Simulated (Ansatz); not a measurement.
# Ge(NH2)2 (GeN2H4): reading failed and doubtful runs

Aim: try 2 inputs for Ge(NH2)2 (GeN2H4) as typed, read how each ends, and find what has to change.

Program: Ansatz 0.2.0, Gaussian basis. Level of theory: the settings change from run to run. These are calculated values, not measurements.

## Step 1: The molecule

The structure was relaxed beforehand with r2SCAN-D4 in a triple-zeta def2 set.

7 atoms, charge 0, spin multiplicity 1.

Atoms are counted from 1 here; the program's logs count them from 0.

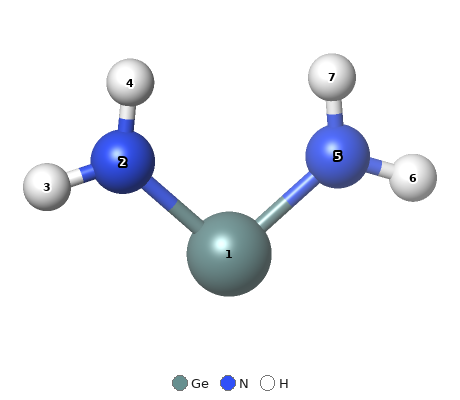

The structure; germanium teal, nitrogen blue, hydrogen white; atoms are numbered from 1 in the order of the file.

## Step 2: Input 1

Contents of in.yaml:

```yaml
crystal:
  periodic: [false, false, false]
  atoms:
    - {symbol: Ge, position_ang: [0.250563, 1.827403, -1.779036]}
    - {symbol: N, position_ang: [2.797392, -0.001963, -0.248902]}
    - {symbol: H, position_ang: [5.266262, 0.237642, -0.333266]}
    - {symbol: H, position_ang: [2.851490, -1.680634, 1.633497]}
    - {symbol: N, position_ang: [-3.043193, 0.036432, 0.044330]}
    - {symbol: H, position_ang: [-5.103315, 0.518633, -0.473315]}
    - {symbol: H, position_ang: [-2.588669, -1.342634, 1.451206]}
basis:
  gaussian: {orbitals: "6-31G*"}
total_charge: -1
magnetization: {spin_polarized: true, initial_magnetization: 1}
hamiltonian: {xc: {name: HF}}
correlation: {method: mp2}
```

On the command line:

```bash
$ ansatz run in.yaml --threads 4 --pin off --events-out ev --progress --plain --max-ram 3916MiB
```

What it wrote:

```text
Functional definition: HF
  name "HF"
  cite "Fock, Z. Phys. 61, 126 (1930) doi:10.1007/BF01340294"
  parent pbe
  exchange = exact_x
  correlation = 0
719 factors; integrals over basis functions are off by at most 2.9e-4 eV
mean field evaluation 1: about -59454.4156 eV, gradient 1.6e1 eV
mean field evaluation 2: about -59454.4786 eV, gradient 1.6e1 eV
mean field evaluation 4: about -59441.7773 eV, gradient 3.8e1 eV
mean field evaluation 8: about -59470.9689 eV, gradient 8.3e0 eV
mean field evaluation 16: about -59478.6131 eV, gradient 2.5e-1 eV
mean field evaluation 32: about -59478.7354 eV, gradient 9.1e-6 eV
mean field evaluation 64: about -59479.2944 eV, gradient 9.3e-1 eV
mean field evaluation 96: about -59478.4474 eV, gradient 5.9e-1 eV
mean field evaluation 128: about -59462.9980 eV, gradient 2.0e1 eV
mean field evaluation 160: about -59468.5766 eV, gradient 9.2e0 eV
mean field evaluation 192: about -59469.5593 eV, gradient 1.8e-1 eV
mean field evaluation 224: about -59477.0327 eV, gradient 4.8e-1 eV
mean field -59479.32089732 eV, -2185.8247264448 hartree, gradient 7.5e-6 eV, S^2 6.490021; 7 other end points of the search recorded, 0 dependent functions left out
11 core orbitals not correlated: weight in the atoms' cores, before any rotation towards them, 1.000 or more for the frozen orbitals, at most 0.000 for the correlated occupied ones
reference -59479.32089732 eV, -2185.8247264448 hartree; 15, 14 occupied and 47, 48 virtual orbitals, 719 factors
second order -10.19265764 eV of doubles, -0.00000000 eV of singles
Total energy: -59489.51355496 eV, -2186.1992997043 hartree
```

Wall time 13 s (4 threads of Arm Neoverse V1, shared host).

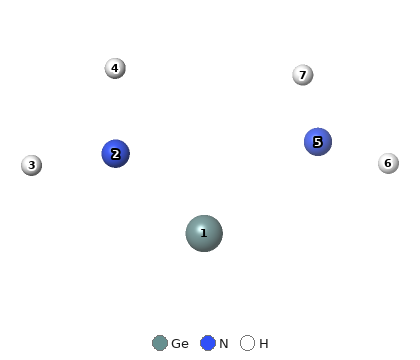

The geometry of this input.

**Diagnosis.** The run converged, but a converged run isn't a right one. The geometry is stretched to more than twice its size. The shortest distance is 2.02 Å (N5–H7), against 1.01 Å in the relaxed molecule. It also asks for charge -1 and multiplicity 2, another species or state than the molecule above. Its coordinates are also moved off the relaxed structure. Its energy is no property of the relaxed molecule. To mend it, use the relaxed coordinates, and set charge and spin to those of the species named.

## Step 3: Input 2

Contents of in.yaml:

```yaml
crystal:
  periodic: [false, false, false]
  atoms:
    - {symbol: Ge, position_ang: [0.010888, 0.888589, -0.868518]}
    - {symbol: N, position_ang: [1.369620, 0.001774, -0.021563]}
    - {symbol: H, position_ang: [2.333857, 0.205405, -0.230556]}
    - {symbol: H, position_ang: [1.275835, -0.717302, 0.681525]}
    - {symbol: N, position_ang: [-1.369091, 0.038080, -0.018687]}
    - {symbol: H, position_ang: [-2.327985, 0.266359, -0.226796]}
    - {symbol: H, position_ang: [0.060888, 0.938589, -0.818518]}
basis:
  gaussian: {orbitals: def2-mTZVP}
total_charge: 1
magnetization: {spin_polarized: true, initial_magnetization: 1}
hamiltonian: {xc: {name: B3LYP}, dispersion: d3bjatm, pseudopotentials: {relativity: scalar}}
scf: {omitted_lower_state_checks: [starts]}
output: {forces: true}
```

Launched as before.

What it wrote, shortened:

```text
Functional definition: B3LYP
  name "B3LYP"
  cite "Stephens, Devlin, Chabalowski & Frisch, J. Phys. Chem. 98, 11623 (1994) doi:10.1021/j100096a001"
  cite "Becke, Phys. Rev. A 38, 3098 (1988) doi:10.1103/PhysRevA.38.3098"
  cite "Lee, Yang & Parr, Phys. Rev. B 37, 785 (1988) doi:10.1103/PhysRevB.37.785"
  cite "Vosko, Wilk & Nusair, Can. J. Phys. 58, 1200 (1980) doi:10.1139/p80-159"
[...]
785 factors; integrals over basis functions are off by at most 1.1e-3 eV
[...]
mean field -57117.43256303 eV, -2099.0269311052 hartree, gradient 5.1e-6 eV, S^2 0.796853; 0 other end points of the search recorded, 0 dependent functions left out
[...]
reference -57117.43276331 eV, -2099.0269384652 hartree; 25, 24 occupied and 61, 62 virtual orbitals, 785 factors
Total energy: -57117.64991659 eV, -2099.0349187009 hartree
Relativity: scalar
Atom 0 at     0.010888     0.888589    -0.868518 Å, force -28965.411630 -28942.705457 -28944.540788 eV/Å
Atom 1 at     1.369620     0.001774    -0.021563 Å, force    -1.197966     0.735810    -0.218372 eV/Å
Atom 2 at     2.333857     0.205405    -0.230556 Å, force     0.481184     0.408169    -0.169136 eV/Å
Atom 3 at     1.275835    -0.717302     0.681525 Å, force    -0.387960    -0.391223     0.323701 eV/Å
Atom 4 at    -1.369091     0.038080    -0.018687 Å, force     1.669597    -0.463376     0.308715 eV/Å
Atom 5 at    -2.327985     0.266359    -0.226796 Å, force    -0.757558     0.219796    -0.584091 eV/Å
Atom 6 at     0.060888     0.938589    -0.818518 Å, force 28965.604334 28942.196282 28944.879970 eV/Å
Dipole moment:     0.256512    -0.055540    -0.037143 e Å
Checks for a lower state left out: starts
```

Wall time 6 s (4 threads of Arm Neoverse V1, shared host).

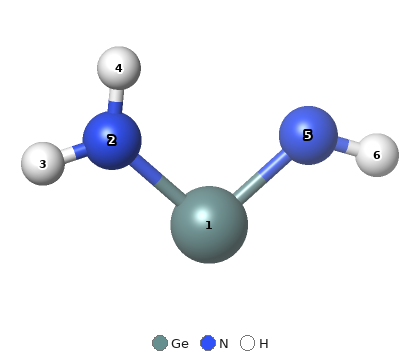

The geometry of this input.

**Diagnosis.** The run converged, but a converged run isn't a right one. One atom was put on top of another. The shortest distance is 0.09 Å (Ge1–H7), against 1.01 Å in the relaxed molecule. It also asks for charge 1 and multiplicity 2, another species or state than the molecule above. Its energy is no property of the relaxed molecule. Cure: restore the atom's position, and set charge and spin to those of the species named.

## Step 4: Summary

```csv
input,level,ended,cause,time
1,MP2/6-31G*,converged,the geometry is stretched to more than twice its size,13 s
2,B3LYP/def2-mTZVP,converged,one atom was put on top of another,6 s
```

2 converged. The dangerous case is the input that converges on a wrong geometry, charge, spin, basis or grid: often only a look at the input shows it.
